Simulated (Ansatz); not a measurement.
# CH3AsSi: inversion of the pyramid at As3, part 2 of 2

Aim: the minimum-energy path and barrier of the inversion of the pyramid at As3. The ends are relaxed first, then joined by a nudged elastic band. SMILES of the start: [SiH]#C[AsH2].

Ansatz 0.2.0; RKS revPBE-D4/def2-SVP. Earlier steps stand in the parts before.

### 4 The band

crystal.atoms is end A as relaxed above, and neb.final_atoms is end B, turned to lie on A. With 5 inner images the band has 7 in all. The start path is listed, through a guess of the saddle.

File input.yaml:

```yaml
crystal:
  periodic: [false, false, false]
  atoms:
    - { symbol: Si, position_ang: [-1.125798, -1.35676, -1.18292] }
    - { symbol: C, position_ang: [-0.196339, -0.266394, -0.26045] }
    - { symbol: As, position_ang: [1.311052, 0.805356, -0.021953] }
    - { symbol: H, position_ang: [-2.359348, -1.668179, -0.351708] }
    - { symbol: H, position_ang: [0.639695, 2.119193, 0.422693] }
    - { symbol: H, position_ang: [1.730739, 0.366783, 1.394328] }
basis:
  gaussian: { orbitals: def2-SVP }
hamiltonian:
  xc: revpbe
  dispersion: d4
neb:
  order_check: false
  images: 5
  f_tol: 0.05
  max_iterations: 60
  final_atoms:
    - { symbol: Si, position_ang: [-1.04679544, -1.30353714, -1.17392024] }
    - { symbol: C, position_ang: [-0.32561817, -0.23799501, -0.06587076] }
    - { symbol: As, position_ang: [0.67348749, 0.94744534, 0.94994879] }
    - { symbol: H, position_ang: [-2.35319988, -1.77977928, -0.56003393] }
    - { symbol: H, position_ang: [0.97806471, 2.06744136, -0.06334042] }
    - { symbol: H, position_ang: [2.07406229, 0.30642373, 0.91320656] }
  initial_path:
    images:
      - { positions_ang: [[-1.125798, -1.35676, -1.18292], [-0.196339, -0.266394, -0.26045], [1.311052, 0.805356, -0.021953], [-2.359348, -1.668179, -0.351708], [0.639695, 2.119193, 0.422693], [1.730739, 0.366783, 1.394328]] }
      - { positions_ang: [[-1.16168185, -1.23977311, -0.95357577], [-0.11681943, -0.41445149, 0.0292384], [1.24671187, 0.84786807, 0.12315534], [-2.36568031, -1.57866247, -0.67388578], [0.44764676, 2.03445809, 0.23367894], [1.94982396, 0.35055991, 1.24137886]] }
      - { positions_ang: [[-1.1975657, -1.12278622, -0.72423154], [-0.03729986, -0.56250898, 0.3189268], [1.18237174, 0.89038014, 0.26826369], [-2.37201261, -1.48914594, -0.99606356], [0.25559853, 1.94972318, 0.04466489], [2.16890891, 0.33433682, 1.08842971]] }
      - { positions_ang: [[-1.23344956, -1.00579933, -0.4948873], [0.0422197, -0.71056647, 0.6086152], [1.11803161, 0.93289221, 0.41337203], [-2.37834492, -1.39962941, -1.31824133], [0.06355029, 1.86498827, -0.14434917], [2.38799387, 0.31811373, 0.93548057]] }
      - { positions_ang: [[-1.17123152, -1.10504527, -0.72123162], [-0.08039292, -0.55304265, 0.38378655], [0.96985024, 0.93774325, 0.59223095], [-2.36996324, -1.52634603, -1.06550553], [0.36838843, 1.93247264, -0.11734625], [2.28335001, 0.31421706, 0.9280559]] }
      - { positions_ang: [[-1.10901348, -1.20429121, -0.94757593], [-0.20300554, -0.39551883, 0.15895789], [0.82166886, 0.94259429, 0.77108987], [-2.36158156, -1.65306266, -0.81276973], [0.67322657, 1.999957, -0.09034333], [2.17870615, 0.3103204, 0.92063123]] }
      - { positions_ang: [[-1.04679544, -1.30353714, -1.17392024], [-0.32561817, -0.23799501, -0.06587076], [0.67348749, 0.94744534, 0.94994879], [-2.35319988, -1.77977928, -0.56003393], [0.97806471, 2.06744136, -0.06334042], [2.07406229, 0.30642373, 0.91320656]] }
```

On the command line:

```bash
$ ansatz run input.yaml --threads 1 --pin off --max-ram 2048MiB --backend cpu --events-out ev --progress --plain --runs-dir out
```

The log of the run, shortened:

```text
Warning: RAYON_NUM_THREADS=1 ignored (pool sized by the plan → 1); use --threads N
[...]
Functional definition: revPBE
[...]
891 factors; their error is unknown
[...]
mean field -69783.50806612 eV, -2564.4966204692 hartree, gradient 2.4e-5 eV, S^2 0.000000; 0 other end points of the search recorded, 0 dependent functions left out
[...]
reference -69783.50810289 eV, -2564.4966218206 hartree; 28, 28 occupied and 51, 51 virtual orbitals, 891 factors
891 factors; their error is unknown
[...]
mean field -69783.45123108 eV, -2564.4945318201 hartree, gradient 3.8e-5 eV, S^2 0.000000; 0 other end points of the search recorded, 0 dependent functions left out
[...]
reference -69783.45126784 eV, -2564.4945331709 hartree; 28, 28 occupied and 51, 51 virtual orbitals, 891 factors
NEB end point (image 0): max|allowed force component| = 2.852e-3 eV/Å (the criterion of neb.relax_end_points is 1.000e-2)
[...]
NEB iter  13: max|band force component| = 4.338e-2 eV/Å  barrier→ = 0.6080 eV  barrier← = 0.5493 eV  CI = image 3  Δτ_max = 0.0000 Å  (273 SCF iters)
Total energy: -69783.28755536 eV, -2564.4885168482 hartree
Atom 0 at    -1.159393    -1.479252    -1.284405 Å, force     0.001078     0.001740     0.000974 eV/Å
Atom 1 at    -0.277961    -0.345968    -0.294775 Å, force    -0.001594    -0.000316     0.001629 eV/Å
Atom 2 at     0.874901     0.772070     0.393852 Å, force    -0.003665    -0.004825    -0.002471 eV/Å
Atom 3 at    -2.333411    -1.604760    -0.291155 Å, force     0.000856    -0.000209    -0.000940 eV/Å
Atom 4 at     0.872394     2.268346     0.176743 Å, force     0.002109     0.001417     0.000643 eV/Å
Atom 5 at     2.023471     0.389565     1.299730 Å, force     0.001215     0.002192     0.000165 eV/Å
Dipole moment:     0.409328     0.434060     0.306659 e Å
this run last wrote the band of iteration 13 to <dir>; this run last wrote the band within `neb.f_tol` of iteration 10 to <dir>
```

Run time: 2.1 min. Hardware: 1 thread of Arm Neoverse V1, shared host; peak memory 0.14 GiB.

### 5 Images and barrier

Images 0 and 6 are the ends. Energies count from image 0; the path length is the program's own measure over all atoms.

| image | path (Å) | energy (eV) | sum of angles at As3 (°) | band force (eV/Å) |
| --- | --- | --- | --- | --- |
| 0 | 0.000 | 0.0000 | 295.6 | - |
| 1 | 0.281 | 0.1002 | 321.3 | 0.014 |
| 2 | 0.561 | 0.3990 | 348.2 | 0.013 |
| 3* | 0.842 | 0.6080 | 360.0 | 0.005 |
| 4 | 1.221 | 0.2949 | 339.6 | 0.015 |
| 5 | 1.600 | 0.0809 | 307.7 | 0.043 |
| 6 | 1.979 | 0.0587 | 300.5 | - |

The star marks the climbing image.

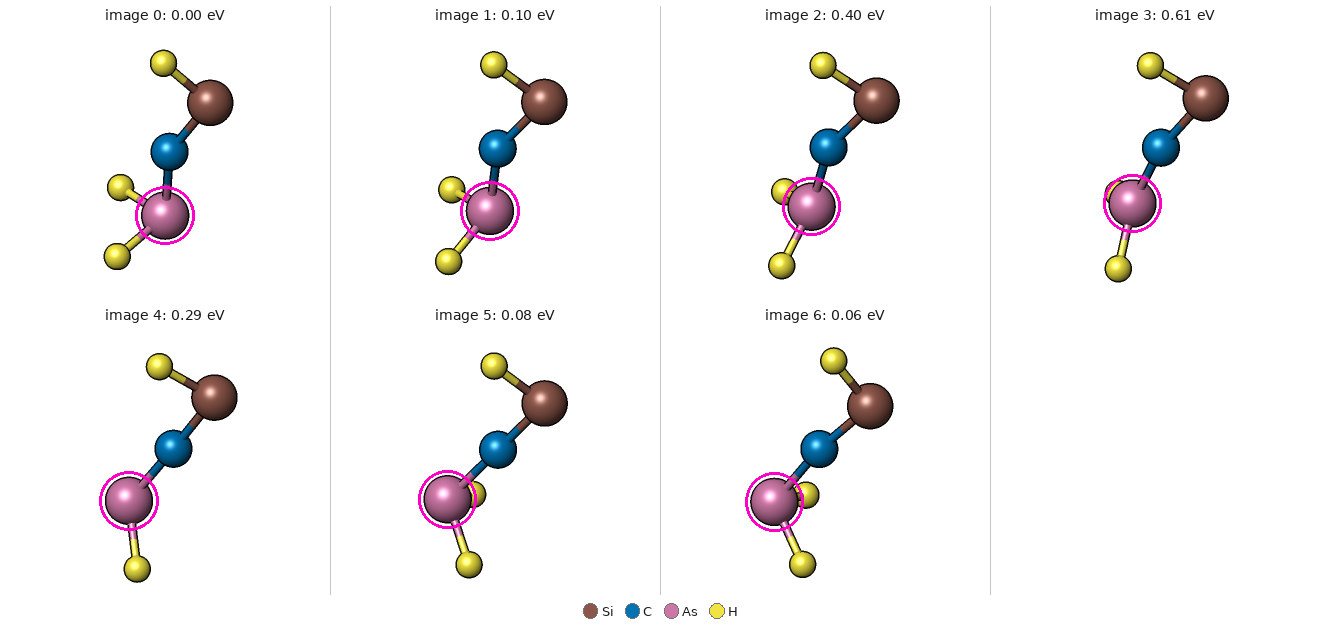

Snapshots along the band, viewed from a free direction. Ringed: As3. Sticks join atoms closer than a bonding distance in each image.

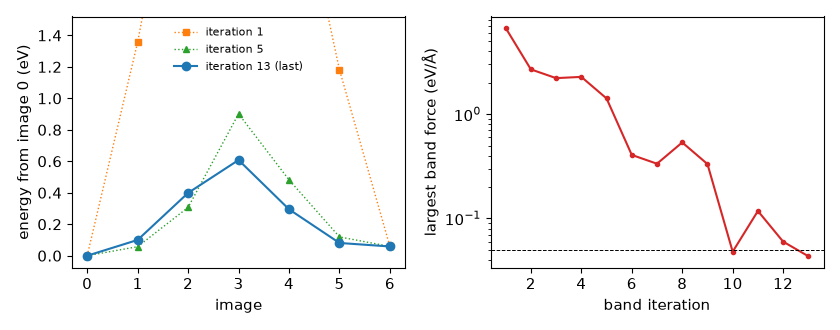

Left: energy of each image for early iterations and the last one (lines only join the points; early values far above the last band run off the scale). Right: the largest band force by iteration, with the threshold dashed.

How the highest energy settled:

| iteration | highest image above image 0 (eV) | largest band force (eV/Å) |
| --- | --- | --- |
| 1 | 3.6792 | 6.731 |
| 2 | 2.7397 | 2.693 |
| 3 | 1.8980 | 2.220 |
| 4 | 1.3283 | 2.282 |
| 5 | 0.9014 | 1.418 |
| 6 | 0.7022 | 0.407 |
| 7 | 0.6457 | 0.335 |
| 8 | 0.6371 | 0.536 |
| 9 | 0.6138 | 0.333 |
| 10 | 0.6093 | 0.048 |
| 11 | 0.6084 | 0.118 |
| 12 | 0.6081 | 0.060 |
| 13 | 0.6080 | 0.043 |

The band as a trajectory file:

```xyz
6
image=0 dE=0.0000
Si   -1.126   -1.357   -1.183
C    -0.196   -0.266   -0.260
As    1.311    0.805   -0.022
H    -2.359   -1.668   -0.352
H     0.640    2.119    0.423
H     1.731    0.367    1.394
6
image=1 dE=0.1002
Si   -1.122   -1.402   -1.266
C    -0.284   -0.306   -0.232
As    1.170    0.766    0.072
H    -2.327   -1.643   -0.357
H     0.718    2.202    0.384
H     1.845    0.382    1.398
6
image=2 dE=0.3990
Si   -1.132   -1.441   -1.309
C    -0.307   -0.332   -0.252
As    1.014    0.758    0.225
H    -2.313   -1.629   -0.338
H     0.786    2.259    0.310
H     1.951    0.385    1.363
6
image=3 dE=0.6080
Si   -1.159   -1.479   -1.284
C    -0.278   -0.346   -0.295
As    0.875    0.772    0.394
H    -2.333   -1.605   -0.291
H     0.872    2.268    0.177
H     2.023    0.390    1.300
6
image=4 dE=0.2949
Si   -1.145   -1.491   -1.242
C    -0.222   -0.350   -0.335
As    0.697    0.833    0.642
H    -2.343   -1.576   -0.281
H     0.966    2.201    0.015
H     2.047    0.382    1.202
6
image=5 dE=0.0809
Si   -1.080   -1.380   -1.266
C    -0.258   -0.289   -0.237
As    0.627    0.881    0.878
H    -2.286   -1.630   -0.356
H     0.941    2.104   -0.003
H     2.055    0.315    0.985
6
image=6 dE=0.0587
Si   -1.047   -1.304   -1.174
C    -0.326   -0.238   -0.066
As    0.673    0.947    0.950
H    -2.353   -1.780   -0.560
H     0.978    2.067   -0.063
H     2.074    0.306    0.913
```

### 6 Vibrations at the top

The geometry is the highest inner image of the first converged band.

File input.yaml:

```yaml
crystal:
  periodic: [false, false, false]
  atoms:
    - { symbol: Si, position_ang: [-1.159393, -1.479252, -1.284405] }
    - { symbol: C, position_ang: [-0.277961, -0.345968, -0.294775] }
    - { symbol: As, position_ang: [0.874901, 0.77207, 0.393852] }
    - { symbol: H, position_ang: [-2.333411, -1.60476, -0.291155] }
    - { symbol: H, position_ang: [0.872394, 2.268346, 0.176743] }
    - { symbol: H, position_ang: [2.023471, 0.389565, 1.29973] }
basis:
  gaussian: { orbitals: def2-SVP }
hamiltonian:
  xc: revpbe
  dispersion: d4
phonons: {}
```

On the command line:

```bash
$ ansatz run input.yaml --threads 1 --pin off --max-ram 2048MiB --backend cpu --events-out ev --progress --plain --runs-dir out
```

The log of the run, shortened:

```text
Warning: RAYON_NUM_THREADS=1 ignored (pool sized by the plan → 1); use --threads N
[...]
[... 1 set-up line as earlier in the session ...]
[...]
891 factors; their error is unknown
[...]
mean field -69782.90637899 eV, -2564.4745088752 hartree, gradient 5.4e-5 eV, S^2 0.000000; 0 other end points of the search recorded, 0 dependent functions left out
[...]
reference -69782.90641646 eV, -2564.4745102521 hartree; 28, 28 occupied and 51, 51 virtual orbitals, 891 factors
[...]
891 factors; their error is unknown
mean field -69782.90625280 eV, -2564.4745042377 hartree, gradient 2.4e-6 eV, S^2 0.000000; 0 other end points of the search recorded, 0 dependent functions left out
[...]
reference -69782.90629027 eV, -2564.4745056145 hartree; 28, 28 occupied and 51, 51 virtual orbitals, 891 factors
[...]
891 factors; their error is unknown
[...]
reference -69782.90637943 eV, -2564.4745088914 hartree; 28, 28 occupied and 51, 51 virtual orbitals, 891 factors
[...]
891 factors; their error is unknown
mean field -69782.90620264 eV, -2564.4745023945 hartree, gradient 2.6e-6 eV, S^2 0.000000; 0 other end points of the search recorded, 0 dependent functions left out
[...]
reference -69782.90624012 eV, -2564.4745037716 hartree; 28, 28 occupied and 51, 51 virtual orbitals, 891 factors
[...]
891 factors; their error is unknown
mean field -69782.90639624 eV, -2564.4745095091 hartree, gradient 2.4e-6 eV, S^2 0.000000; 0 other end points of the search recorded, 0 dependent functions left out
[...]
reference -69782.90643370 eV, -2564.4745108857 hartree; 28, 28 occupied and 51, 51 virtual orbitals, 891 factors
[...]
891 factors; their error is unknown
mean field -69782.90630005 eV, -2564.4745059741 hartree, gradient 2.6e-6 eV, S^2 0.000000; 0 other end points of the search recorded, 0 dependent functions left out
[...]
```

### 7 More of the same log: vibrations at the highest image of the band

The log, continued, shortened:

```text
reference -69782.90633752 eV, -2564.4745073512 hartree; 28, 28 occupied and 51, 51 virtual orbitals, 891 factors
[...]
891 factors; their error is unknown
[...]
mean field -69782.90632449 eV, -2564.4745068722 hartree, gradient 1.9e-6 eV, S^2 0.000000; 0 other end points of the search recorded, 0 dependent functions left out
[...]
reference -69782.90636195 eV, -2564.4745082489 hartree; 28, 28 occupied and 51, 51 virtual orbitals, 891 factors
[...]
891 factors; their error is unknown
mean field -69782.90637918 eV, -2564.4745088822 hartree, gradient 2.0e-6 eV, S^2 0.000000; 0 other end points of the search recorded, 0 dependent functions left out
[...]
reference -69782.90641665 eV, -2564.4745102592 hartree; 28, 28 occupied and 51, 51 virtual orbitals, 891 factors
[...]
891 factors; their error is unknown
[...]
reference -69782.90636650 eV, -2564.4745084161 hartree; 28, 28 occupied and 51, 51 virtual orbitals, 891 factors
WARN: phonons: modes at or below zero, which the zero-point energy, F, S and C_V leave out: 1, the lowest at -538.88 cm⁻¹. A minimum has none, and a first-order saddle one
Total energy: -69783.28755454 eV, -2564.4885168182 hartree
Atom 0 at    -1.159393    -1.479252    -1.284405 Å, force     0.001069     0.001722     0.000949 eV/Å
Atom 1 at    -0.277961    -0.345968    -0.294775 Å, force    -0.001636    -0.000328     0.001650 eV/Å
Atom 2 at     0.874901     0.772070     0.393852 Å, force    -0.003643    -0.004814    -0.002472 eV/Å
Atom 3 at    -2.333411    -1.604760    -0.291155 Å, force     0.000866    -0.000205    -0.000944 eV/Å
Atom 4 at     0.872394     2.268346     0.176743 Å, force     0.002128     0.001404     0.000657 eV/Å
Atom 5 at     2.023471     0.389565     1.299730 Å, force     0.001216     0.002222     0.000160 eV/Å
Dipole moment:     0.409326     0.434058     0.306659 e Å
Vibrations: -538.88 134.73 197.61 450.28 536.38 578.88 618.90 926.20 1185.74 1966.62 2213.62 2225.57 cm⁻¹, zero-point energy 0.684053 eV
```

It took 43 s on 1 thread of Arm Neoverse V1, shared host; peak memory 0.11 GiB.

Of 12 modes, 1 is imaginary by more than 30 cm⁻¹ (539i cm⁻¹).

### 8 What came out

The summary covers parts 1 to 2.

| quantity | value |
| --- | --- |
| end A | 10 moves, 0.935 eV lower |
| end B | 12 moves, 1.032 eV lower |
| barrier forwards | 0.61 eV |
| barrier backwards | 0.55 eV |
| second end relative to first | +0.059 eV |
| highest image | 3 of 0 to 6, climbing |
| band iterations | 13 |
| imaginary modes at the top | 539i cm⁻¹ |

**Reading.** Along this path the system climbs 0.61 eV from the first end (24 kT at 300 K), which at an assumed attempt frequency of 10^13 s⁻¹ means a rate near 10^3 s⁻¹. Going back costs 0.55 eV, since the second end is 0.059 eV above the first. One imaginary mode, as a first-order saddle point has. Zero-point energy and entropy are left out.
